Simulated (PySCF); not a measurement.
# OH− (hydroxide) at B2PLYP/aug-cc-pVTZ

Aim: the energy change on altering one bond length of OH− (hydroxide) at B2PLYP/aug-cc-pVTZ, from 2 runs. Input form: a Python script.

Program for the calculation: PySCF 2.14.0.

2 further runs of the same task are left out: 2 set aside as unsound or not needed.

## 1. The system as given

OH−: 2 atoms, total charge -1, spin state singlet. SMILES: `[OH-]`. The shape is that of a PBE0-D4/def2-TZVPD optimisation.

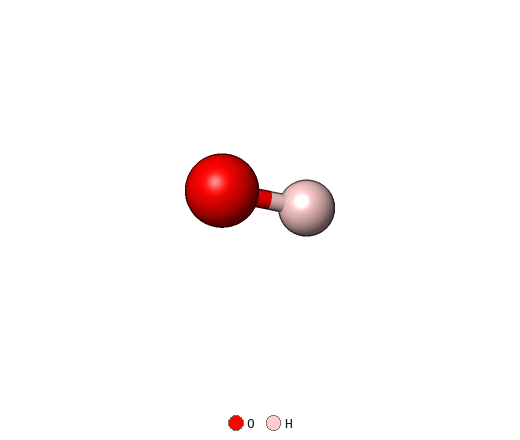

Viewed from a chosen angle; oxygen red, hydrogen pink.

## 2. The energy at B2PLYP/aug-cc-pVTZ

Contents of start.xyz:

```xyz
2
HO
O      0.411800    -0.131800     0.212500
H     -0.411800     0.131800    -0.212500
```

Contents of job.py:

```python
# [OH-]
from pyscf import gto, dft, mp

mol = gto.Mole()
mol.atom = 'start.xyz'
mol.verbose = 3
mol.max_memory = 1860
mol.basis = 'aug-cc-pvtz'
mol.charge = -1
mol.build()

mf = dft.RKS(mol)
mf.xc = '0.53*HF + 0.47*B88, 0.73*LYP'
mf.grids.level = 5
mf.conv_tol = 1e-10
mf.kernel()
if not mf.converged:
    mf = mf.newton().run(mf.mo_coeff, mf.mo_occ)

pt = mp.MP2(mf, frozen=1).run()
e_final = mf.e_tot + 0.27 * pt.e_corr
print('PT2 part  %.8f' % (0.27 * pt.e_corr))
print('E = %.10f Eh' % e_final)
```

On the command line:

```console
$ OMP_NUM_THREADS=1 python job.py
```

The program printed:

```text
converged SCF energy = -75.6903381220908
E(RMP2) = -76.0461411923461  E_corr = -0.355803070255276
E(SCS-RMP2) = -76.0369049070293  E_corr = -0.346566784938441
PT2 part  -0.09606683
E = -75.7864049511 Eh
```

Wall time 5.4 s (1 thread of Intel Xeon at 2.70GHz, shared host); peak memory 0.31 GiB.

## 3. The distorted shape, same level

Contents of run.py:

```python
from pyscf import gto, dft, mp

mol = gto.M(
    atom=[
    ('O', (0.823580, -0.263594, 0.424990)),
    ('H', (-0.411800, 0.131800, -0.212500)),
],
    charge=-1,
    basis='aug-cc-pvtz',
    verbose=4,
    max_memory=1860,
)

ks = dft.RKS(mol, xc='0.53*HF + 0.47*B88, 0.73*LYP')
ks.conv_tol = 1e-10
ks.grids.level = 5
ks.kernel()
if not ks.converged:
    ks = ks.newton().run(ks.mo_coeff, ks.mo_occ)

pt = mp.MP2(ks, frozen=1).run()
e_tot = ks.e_tot + 0.27 * pt.e_corr
print('PT2 part  %.8f' % (0.27 * pt.e_corr))
print(f'total energy: {e_tot:.8f} hartree')
```

On the command line:

```console
$ OMP_NUM_THREADS=1 python run.py
```

The program printed:

```text
PySCF version 2.14.0

[INPUT] num. atoms = 2
[INPUT] num. electrons = 10
[INPUT] charge = -1
[INPUT] spin (= nelec alpha-beta = 2S) = 0
[INPUT] symmetry False subgroup None
[INPUT] Mole.unit = angstrom
[INPUT] Symbol           X                Y                Z      unit          X                Y                Z       unit  Magmom
[INPUT]  1 O      0.823580000000  -0.263594000000   0.424990000000 AA    1.556340641669  -0.498120468079   0.803114705679 Bohr   0.0
[INPUT]  2 H     -0.411800000000   0.131800000000  -0.212500000000 AA   -0.778189218096   0.249065903218  -0.401566801470 Bohr   0.0

nuclear repulsion = 2.92909160501037
number of shells = 22
number of NR pGTOs = 83
number of NR cGTOs = 69
basis = aug-cc-pvtz
ecp = {}

******** <class 'pyscf.dft.rks.RKS'> ********
method = RKS
initial guess = minao
damping factor = 0
level_shift factor = 0
DIIS = <class 'pyscf.scf.diis.CDIIS'>
diis_start_cycle = 1
diis_space = 8
diis_damp = 0
SCF conv_tol = 1e-10
SCF conv_tol_grad = None
SCF max_cycles = 50
direct_scf = True
direct_scf_tol = 1e-13
XC library pyscf.dft.libxc version 7.0.0
    S. Lehtola, C. Steigemann, M. J.T. Oliveira, and M. A.L. Marques.,  SoftwareX 7, 1–5 (2018)
XC functionals = 0.53*HF + 0.47*B88, 0.73*LYP
    A. D. Becke.,  Phys. Rev. A 38, 3098 (1988)
    C. Lee, W. Yang, and R. G. Parr.,  Phys. Rev. B 37, 785 (1988)
    B. Miehlich, A. Savin, H. Stoll, and H. Preuss.,  Chem. Phys. Lett. 157, 200 (1989)
radial grids:
    Treutler-Ahlrichs [JCP 102, 346 (1995); DOI:10.1063/1.469408] (M4) radial grids

becke partition: Becke, JCP 88, 2547 (1988); DOI:10.1063/1.454033
pruning grids: <function nwchem_prune>
grids dens level: 5
symmetrized grids: False
atomic radii adjust function: <function treutler_atomic_radii_adjust>
small_rho_cutoff = 0
Set gradient conv threshold to 1e-05
Initial guess from minao.
tot grids = 66520
init E= -75.1881879947128
  HOMO = -0.379120900389865  LUMO = -0.0779464413853699  gap/eV = 8.19537
cycle= 1 E= -75.3200925021777  delta_E= -0.132  |g|= 1.04  |ddm|= 0.691

WARN: HOMO 0.24600732611288 == LUMO 0.246007326505064

cycle= 2 E= -72.3498040425084  delta_E= 2.97  |g|= 2.76  |ddm|= 17.4
  HOMO = -0.0986320951171091  LUMO = 0.115286231868868  gap/eV = 5.82101
cycle= 3 E= -75.5642163928755  delta_E= -3.21  |g|= 0.359  |ddm|= 17.4
  HOMO = -0.0368333551366232  LUMO = 0.154897329722722  gap/eV = 5.21726
cycle= 4 E= -75.601958912734  delta_E= -0.0377  |g|= 0.0704  |ddm|=  0.2
  HOMO = -0.0401421726718379  LUMO = 0.157026214540389  gap/eV = 5.36523
cycle= 5 E= -75.6034981273104  delta_E= -0.00154  |g|= 0.0128  |ddm|= 0.0442
  HOMO = -0.0408893867488381  LUMO = 0.157797857981837  gap/eV = 5.40656
cycle= 6 E= -75.6035875023912  delta_E= -8.94e-05  |g|= 0.00407  |ddm|= 0.0156
  HOMO = -0.0420460150679799  LUMO = 0.157647665158123  gap/eV = 5.43394
cycle= 7 E= -75.6035983345145  delta_E= -1.08e-05  |g|= 0.00236  |ddm|= 0.00641
  HOMO = -0.042677067111111  LUMO = 0.157644844083727  gap/eV = 5.45104
cycle= 8 E= -75.6036003649807  delta_E= -2.03e-06  |g|= 0.000176  |ddm|= 0.00272
  HOMO = -0.0427359389994192  LUMO = 0.157637172118372  gap/eV = 5.45243
cycle= 9 E= -75.6036003746722  delta_E= -9.69e-09  |g|= 6.95e-05  |ddm|= 0.000206
  HOMO = -0.0427290216614871  LUMO = 0.15764102195855  gap/eV = 5.45235
cycle= 10 E= -75.6036003758803  delta_E= -1.21e-09  |g|= 1.74e-05  |ddm|= 5.47e-05
  HOMO = -0.0427258654364897  LUMO = 0.157641722622349  gap/eV = 5.45228
cycle= 11 E= -75.6036003759582  delta_E= -7.79e-11  |g|= 1.08e-06  |ddm|= 1.28e-05
  HOMO = -0.0427254475310839  LUMO = 0.15764178452153  gap/eV = 5.45227
Extra cycle  E= -75.6036003759581  delta_E= 8.53e-14  |g|= 1.58e-06  |ddm|= 1.36e-06
converged SCF energy = -75.6036003759581

******** <class 'pyscf.mp.mp2.RMP2'> ********
nocc = 4, nmo = 68
frozen orbitals 1
E(RMP2) = -75.9870659028515  E_corr = -0.383465526893413
E(SCS-RMP2) = -75.9808128465794  E_corr = -0.377212470621334
E_corr(same-spin) = -0.0957071095970325
E_corr(oppo-spin) = -0.287758417296381
PT2 part  -0.10353569
total energy: -75.70713607 hartree
```

Run time: 5.1 s. Hardware: 1 thread of Intel Xeon at 2.70GHz, shared host; peak memory 0.31 GiB.

## 4. What came out

At B2PLYP/aug-cc-pVTZ, 1 core orbital frozen:

| quantity | value |
| --- | --- |
| first shape: total energy | -75.78640 Eh |
| first shape: HOMO energy (SCF part's orbitals) | -0.59 eV |
| first shape: LUMO energy (SCF part's orbitals) | 4.32 eV |
| first shape: HOMO–LUMO gap (to an unbound level, set by the basis) | 4.91 eV |
| distorted shape: total energy | -75.70714 Eh |
| distorted shape: HOMO energy (SCF part's orbitals) | -1.16 eV |
| distorted shape: LUMO energy (SCF part's orbitals) | 4.29 eV |
| distorted shape: HOMO–LUMO gap (to an unbound level, set by the basis) | 5.45 eV |
| energy change with the O1–H2 bond stretched from 0.964 to 1.445 Å | 2.157 eV |

What this shows: With the O1–H2 bond stretched from 0.964 to 1.445 Å the energy rises by 2.16 eV (208 kJ/mol). The first shape isn't relaxed at this level, so the change isn't measured from a minimum.
